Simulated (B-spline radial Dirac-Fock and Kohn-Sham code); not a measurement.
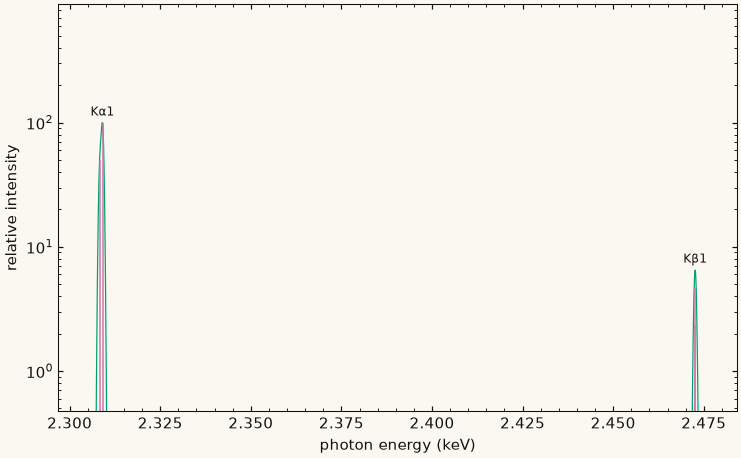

X-ray emission lines that fill a K (1s) hole, broadened by a Gaussian of 0.81 eV full width, on a logarithmic intensity axis. Multiplet splitting by the open shell is left out. System: the ion S⁺, configuration [Ne] 3s2 3p3. Level of theory: independent-particle rates on relativistic LDA orbitals of the hole state (multipoles to L = 3), energies from Dirac–Fock ΔSCF; calculated with a B-spline radial code.

What is the ratio of Kβ to Kα photons?

Answer. 0.047 in this model, which runs about 8 % low for Kβ.
